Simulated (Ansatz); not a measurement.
```yaml
crystal:
  lattice:
    - [3.90990, 0.00000, 0.00000]
    - [0.00000, 29.65946, 0.00000]
    - [0.00000, 0.00000, 3.88590]
  atoms:
    - { symbol: Ta, position: [0.00000, 0.79563, 0.00000] }
    - { symbol: Ta, position: [0.50000, 0.29563, 0.00000] }
    - { symbol: Ta, position: [0.00000, 0.07549, 0.00000] }
    - { symbol: Ta, position: [0.50000, 0.57549, 0.00000] }
    - { symbol: Ta, position: [0.00000, 0.92451, 0.00000] }
    - { symbol: Ta, position: [0.50000, 0.42451, 0.00000] }
    - { symbol: Ta, position: [0.00000, 0.20437, 0.00000] }
    - { symbol: Ta, position: [0.50000, 0.70437, 0.00000] }
    - { symbol: Ni, position: [0.00000, 0.50000, 0.00000] }
    - { symbol: Ni, position: [0.50000, 0.00000, 0.00000] }
    - { symbol: O, position: [0.00000, 0.86013, 0.00000] }
    - { symbol: O, position: [0.50000, 0.36013, 0.00000] }
    - { symbol: O, position: [0.00000, 0.27893, 0.00000] }
    - { symbol: O, position: [0.50000, 0.77893, 0.00000] }
    - { symbol: O, position: [0.00000, 0.56355, 0.00000] }
    - { symbol: O, position: [0.50000, 0.06355, 0.00000] }
    - { symbol: O, position: [0.00000, 0.43645, 0.00000] }
    - { symbol: O, position: [0.50000, 0.93645, 0.00000] }
    - { symbol: O, position: [0.00000, 0.00000, 0.00000] }
    - { symbol: O, position: [0.50000, 0.50000, 0.00000] }
    - { symbol: O, position: [0.00000, 0.13987, 0.00000] }
    - { symbol: O, position: [0.50000, 0.63987, 0.00000] }
    - { symbol: O, position: [0.00000, 0.72107, 0.00000] }
    - { symbol: O, position: [0.50000, 0.22107, 0.00000] }
    - { symbol: O, position: [0.00000, 0.07210, 0.50000] }
    - { symbol: O, position: [0.50000, 0.57210, 0.50000] }
    - { symbol: O, position: [0.00000, 0.92790, 0.50000] }
    - { symbol: O, position: [0.50000, 0.42790, 0.50000] }
    - { symbol: O, position: [0.00000, 0.20564, 0.50000] }
    - { symbol: O, position: [0.50000, 0.70564, 0.50000] }
    - { symbol: O, position: [0.00000, 0.79436, 0.50000] }
    - { symbol: O, position: [0.50000, 0.29436, 0.50000] }
```

Space group Cmmm; a generated structure, not necessarily the stable one; computed pressure about −5 GPa in this cell; spin-polarised.

Level of theory: Ansatz 0.2.0, Kohn-Sham DFT of a periodic cell, PBEsol, Ansatz PAW.

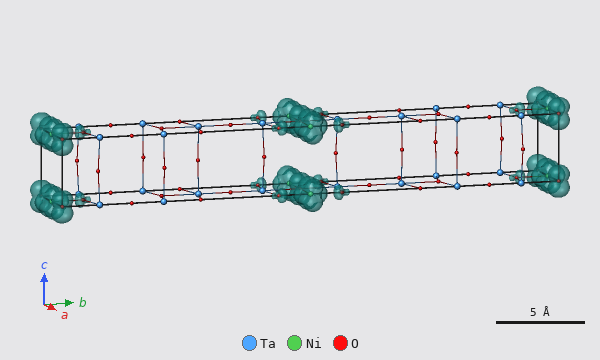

Ta₄NiO₁₁. Isosurfaces of the spin density (up minus down) at +0.015 (teal) and −0.015 e/Å³ (pink), seen slightly off an axis. Sticks mark near contacts.

Core electrons are frozen (PAW), and the valence fields are smoothed inside the atomic spheres.

Question: Describe the spin distribution.

Answer: The spin density sits on Ni: +0.7 μB (×2) in one cell of 32 atoms, with smaller moments on other sites: O (up to +0.10 μB): parallel main moments, as they must be, since the calculation's own cell holds one magnetic site. The cell of the calculation (16 atoms) carries 0.9 μB of net spin moment.
